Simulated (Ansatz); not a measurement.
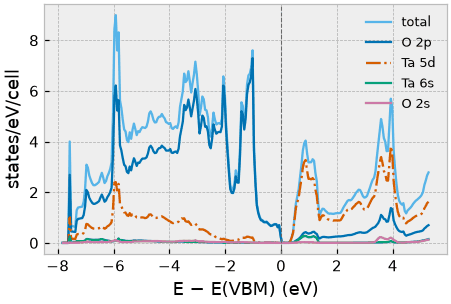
Total and projected density of states of Ta$_{2}$O$_{5}$ in space group Pmmm (No. 47; Pearson symbol oP7), the program Ansatz at the LDA level (PAW)

Q: Which orbitals carry the states next to the gap?

A: Top 1 eV of the valence band: O 2p 97 %. Bottom 1 eV of the conduction band: Ta 5d 81 %, O 2p 11 %, Ta 6s 7 %. Projections are on Löwdin-orthogonalised atomic valence shells; empty p or d shells of many metals are not among them.

Q: Where is the tallest occupied peak in this window, and what makes it?

A: Near -5.9 eV, about 9.0 states/eV per cell; the largest projected share is O 2p.

The workflow started from an entry of the Crystallography Open Database (COD); the relaxed space group is not among those it files for this formula. COD files the formula under space group No. 49, so this cell is another polymorph or a model. Whether it is the stable phase at ambient conditions was not checked. The LDA relaxation kept the symmetry of its start. At this level the phase is dynamically unstable (imaginary phonons). No spin polarisation was allowed. Scalar-relativistic: spin–orbit coupling is off unless named, which matters more the heavier the elements.

Potentials: the later of the program's two PAW sets.
